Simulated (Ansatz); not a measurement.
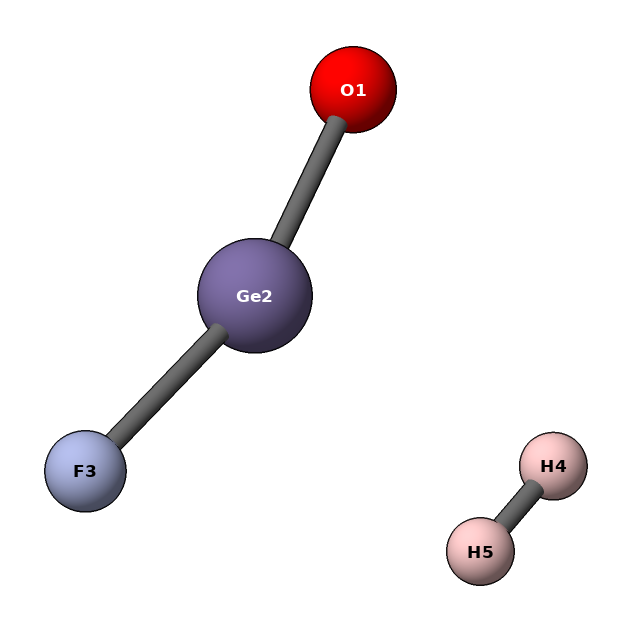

The atoms are numbered. Charge +1, singlet. The geometry was computed by an optimisation with PBE-D4/def2-SVP. No frequency run is at hand to confirm it as a minimum.

List the bonds and their lengths.

```
  bond  length (Å)
O1–Ge2       1.622
Ge2–F3       1.696
 H4–H5       0.797
```
